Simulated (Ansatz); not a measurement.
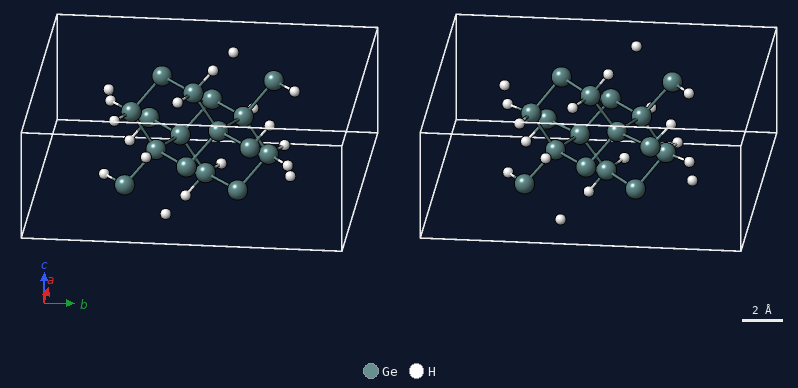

Two geometries of a wire of composition Ge₁₆H₁₈, drawn at one scale. One is the start of a relaxation, the other its converged end. The picture is a ball-and-stick view of the cell of the calculation, with the vacuum cut short, seen from a free direction.

The calculation used DFT, PBEsol, PAW, plane waves in Ansatz 0.2.0. Settings: plane-wave cutoff 420 eV; k-point mesh 1 × 1 × 6; no spin polarisation; atoms relaxed in a fixed cell; force threshold 0.03 eV/Å; at most 80 steps.

Which of the two is the end point?

The right one is the relaxed one. After 3 geometry steps the energy has fallen by 0.942 eV per cell of the calculation. Largest force component: 0.97 eV/Å at the start, 0.025 eV/Å at the end. The atom that moves furthest relative to the centre of the atoms is an H atom (0.41 Å). By element the largest moves are H 0.41 Å, Ge 0.17 Å. The lattice vectors keep their values. Near-neighbour distances that change, for instance: Ge–H 1.665 → 1.543 Å, Ge–H 1.617 → 1.545 Å, Ge–Ge 2.373 → 2.436 Å, Ge–Ge 2.486 → 2.424 Å. Bond angles that change, for instance: Ge–Ge–Ge 109.0° → 103.3°, Ge–Ge–Ge 108.1° → 103.3°, Ge–Ge–Ge 108.0° → 112.5°. Cost: 4.2 s on 1 × NVIDIA GB200 with 8 threads of Arm Neoverse-V2, peak memory 2.1 GiB.
